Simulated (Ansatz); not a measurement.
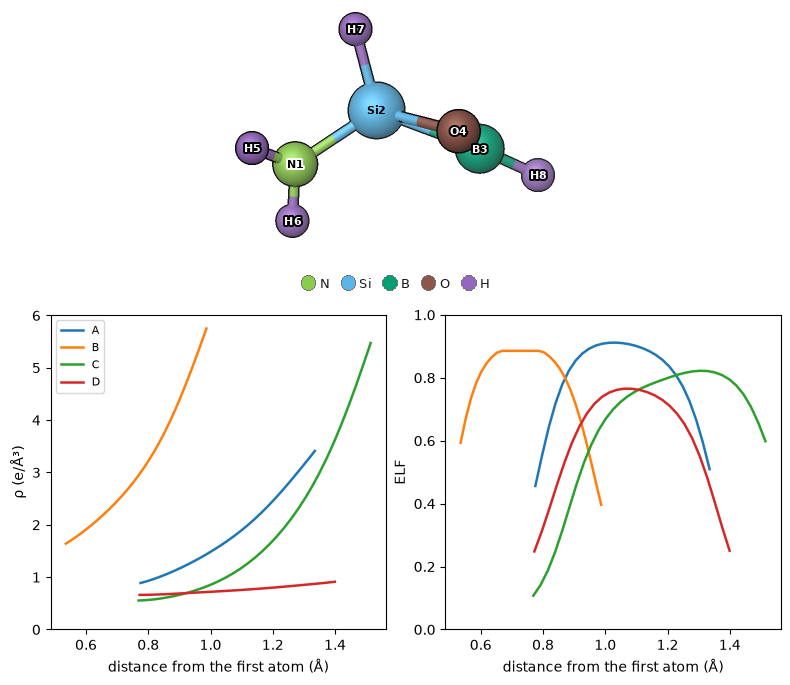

*BH4NOSi (SMILES N[SiH]1BO1). Total electron density and ELF along straight lines between neighbouring atoms. The curves leave out the atomic cores. The structure is drawn too.*

These are results of RKS BLYP-D4/def2-SVP (Ansatz 0.2.0), not measurements.

Input file:

```
crystal:
  periodic: [false, false, false]
  atoms:
    - { symbol: "N", position_ang: [-0.9124, 1.2546, 0.1701] }
    - { symbol: Si, position_ang: [0.5538, 0.3488, 0.1437] }
    - { symbol: B, position_ang: [0.3961, -1.4055, -0.8054] }
    - { symbol: O, position_ang: [0.3098, -1.2012, 0.6452] }
    - { symbol: H, position_ang: [-0.90328, 1.95152, 0.93455] }
    - { symbol: H, position_ang: [-1.01648, 1.8313, -0.71543] }
    - { symbol: H, position_ang: [1.6927, 0.8561, 0.9738] }
    - { symbol: H, position_ang: [1.0551, -1.932, -1.6674] }
basis:
  gaussian: { orbitals: def2-SVP }
hamiltonian:
  xc: blyp
  dispersion: d4
relax:
  f_tol: 0.015
  max_steps: 40
output:
  orbitals: {}
```

Command:

```sh
ansatz run input.yaml --threads 1 --pin off --max-ram 2048MiB --backend cpu --events-out ev --progress --plain --runs-dir out
```

The fields are those of the run's last geometry, not of the input's.

### Which curve belongs to which contact (B–O, Si–B, Si–N and Si–O)? The first atom named is at distance zero.

Curve A: Si–N (1.72 Å): ρ is about 1.1 e/Å³ halfway; the ELF peaks at about 0.90 between the atoms (a shared but strongly polarised pair). Curve B: B–O (1.34 Å): ρ is about 2.3 e/Å³ halfway; the ELF peaks at about 0.90 between the atoms (a polar covalent bond). Curve C: Si–O (1.86 Å): ρ at the midpoint is about 0.71 e/Å³; the ELF peaks at about 0.80 between the atoms (a polar covalent bond). Curve D: Si–B (1.93 Å): the density is about 0.71 e/Å³ at the midpoint; the ELF peaks at about 0.75 between the atoms: localised, covalent bonding.
